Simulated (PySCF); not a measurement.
## A study: (BeO)2 ring (Be$_{2}$O$_{2}$)

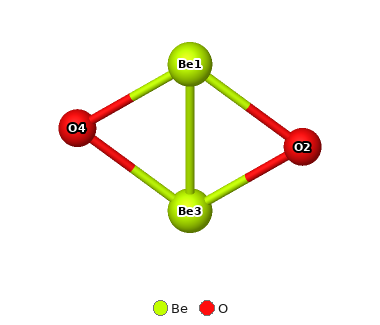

The molecule, with its atoms numbered as below. No frequency check shows the geometry to be a minimum.

Coordinates in Å:

```
Be1     -0.0000   -0.9078    0.0000
O2      -1.1996   -0.0000    0.0000
Be3     -0.0000    0.9079    0.0000
O4       1.1996   -0.0000    0.0000
```

Part 1: Bonding charge

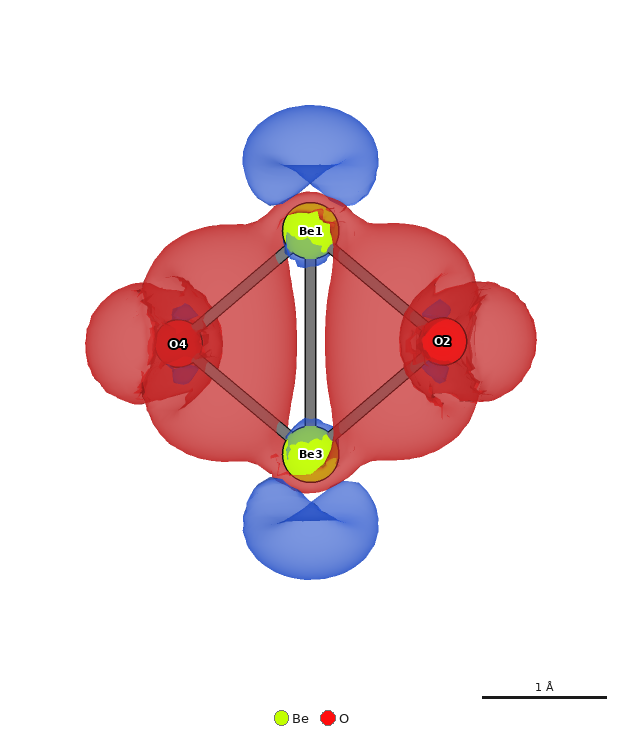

Deformation density (molecule less spherical, spin-averaged free atoms at the same positions), surfaces at ±0.1 e/Å³; red: gain, blue: loss.

Level of theory: PBE0/def2-TZVP (PySCF), at a geometry from GFN2-xTB. This is a single-reference result, which may miss multireference character in this system.

Question: Describe the bonding that the map shows.

Answer: Be1–O2, Be1–O4, O2–Be3 and Be3–O4: +0.19 e/Å³ at the bond critical point (bond length 1.50 Å, Mayer order 1.1). O2–O4: +0.04 e/Å³ at the bond critical point (bond length 2.40 Å, Mayer order 0.0). In all, 1.4 electrons gather in the regions of gain relative to the promolecule. A small or negative value marks a very polar bond, one between electron-rich atoms, whose free-atom densities already overlap strongly, a long bond to a heavier atom, or a closed-shell contact such as a hydrogen bond.

Part 2: Local ionisation energy

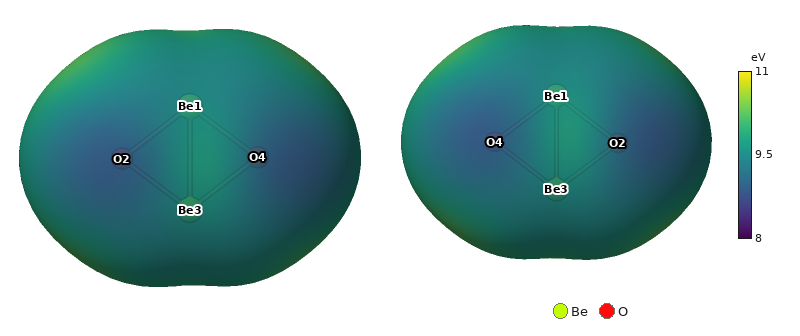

Average local ionisation energy on the surface of electron density 0.001 a.u. (back view left, front view right).

Question: Locate the minima of the map.

Answer: The lowest value is 8.9 eV, off the molecular plane, over O4 (1.9 Å), and at like points elsewhere. For comparison, the highest occupied orbital lies at −7.2 eV.

Question: What volume does the surface enclose, and what is the dipole moment?

Answer: About 62 Å³; the dipole moment is 0.0 D.

Part 3: Excited states

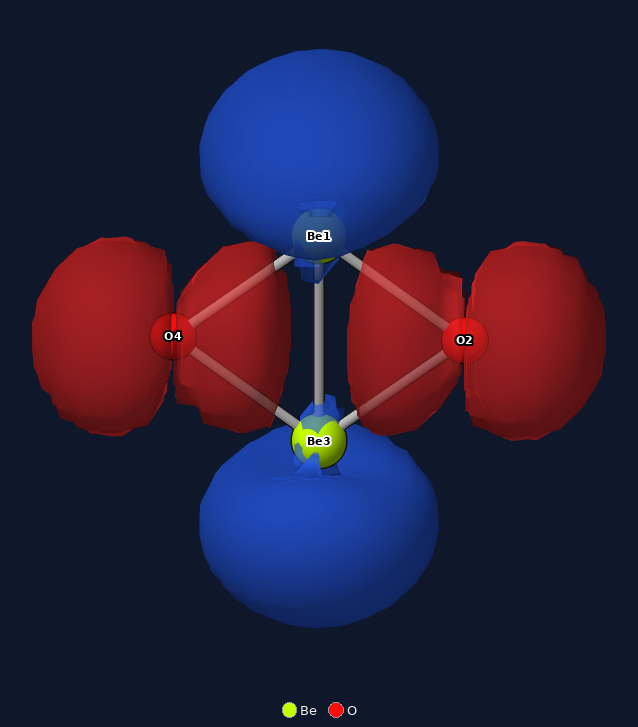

Unrelaxed difference density of S₂ less the ground state (TDA singlet states), ±0.03 e/Å³; blue: gain, red: loss.

Computed with PySCF, CAM-B3LYP/def2-SVPD, geometry: GFN2-xTB. This is a single-reference result, which may miss multireference character in this system.

Question: How does the charge move on excitation?

Answer: 0.92 e is displaced in all, of which about 0.8 e passes between atoms: O2 and O4 (0.39 e each) lose electrons and Be1 and Be3 (0.39 e each) gain them. The state: 4.00 eV (310 nm), f = 0.000 (very weak), partly diffuse acceptor orbital; the leading pair carries 100 %; hole on O2 and O4 (44 % each) and Be1 and Be3 (6 % each), electron on Be1 and Be3 (45 % each) and O2 and O4 (6 % each) (atom shares of so diffuse an orbital are rough); their centroids lie 0.0 Å apart.

The PySCF runs shown took 8.7 s and 53 s on 1 thread of Intel(R) Xeon(R) Processor @ 2.50GHz (Skylake/Cascade Lake) (shared host).
